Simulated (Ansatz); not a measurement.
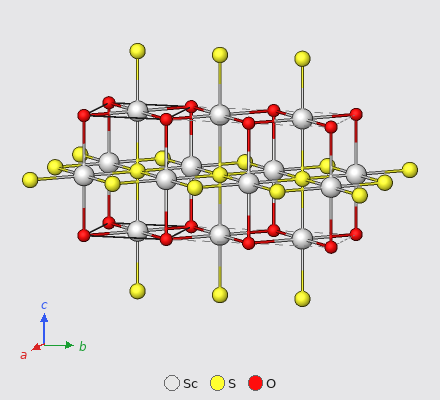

The structure; the drawing may span several cells.

Structure (in its standard cell), coordinates from a relaxation with DFT PBE, scalar-relativistic, plane waves, PAW in Ansatz 0.2.0; the starting structure was generated, so it need not be a known form of this composition:

```cif
data_structure
_symmetry_space_group_name_H-M 'P 1'
_symmetry_Int_Tables_number 1
_cell_length_a 3.4733
_cell_length_b 3.4733
_cell_length_c 4.9003
_cell_angle_alpha 90.000
_cell_angle_beta 90.000
_cell_angle_gamma 90.000
_cell_volume 59.12
loop_
_atom_site_label
_atom_site_type_symbol
_atom_site_fract_x
_atom_site_fract_y
_atom_site_fract_z
_atom_site_occupancy
Sc1 Sc 0.00000 0.00000 0.50000 1
Sc2 Sc 0.50000 0.50000 0.00000 1
S1 S 0.50000 0.50000 0.50000 1
O1 O 0.00000 0.00000 0.00000 1
```

Predict the [101] zone-axis pattern (200 kV, kinematic, B = 0.5 Å²).

The spots form a rectangular net whose two shortest vectors correspond to d = 3.47 Å and 2.83 Å, 90.0° apart. They are 0 1 0 and 1 0 -1. The pattern has symmetry 2mm. Reflections such as 1 -3 -1, 1 3 -1 are allowed but too weak to see at this display level.

Strongest reflections with d > 1.02 Å, one of each family (|F|² from tabulated Gaussian fits of the electron scattering factors, times a small damping for the curvature of the Ewald sphere):

| hkl | d (Å) | I (strongest = 100) |
| --- | --- | --- |
| 0 2 0 | 1.737 | 100 |
| 2 0 -2 | 1.417 | 59 |
| 2 2 -2 | 1.098 | 27 |
| 1 0 -1 | 2.834 | 18 |
| 0 1 0 | 3.473 | 8 |
| 1 2 -1 | 1.481 | 4 |

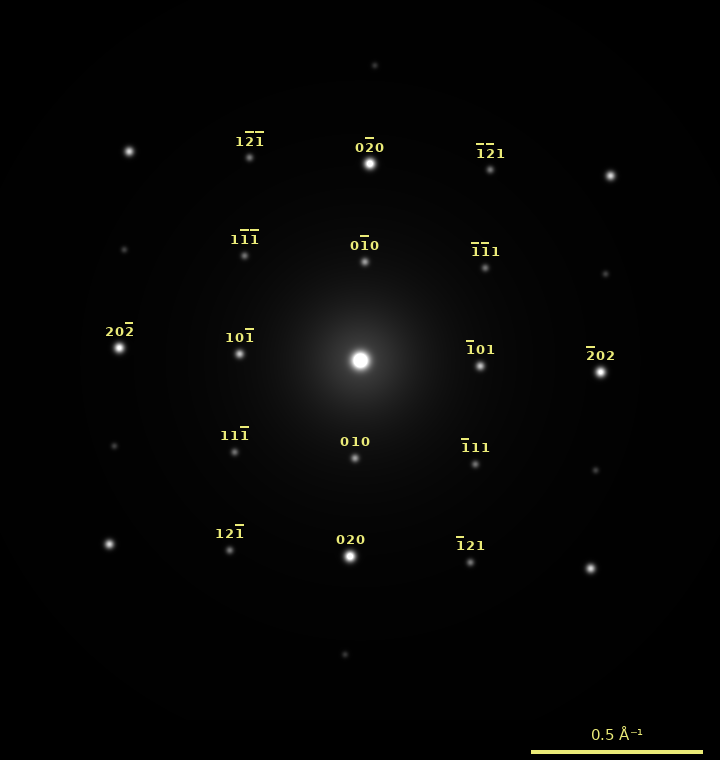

Calculated pattern, seen from the source side with [101] pointing towards the source.
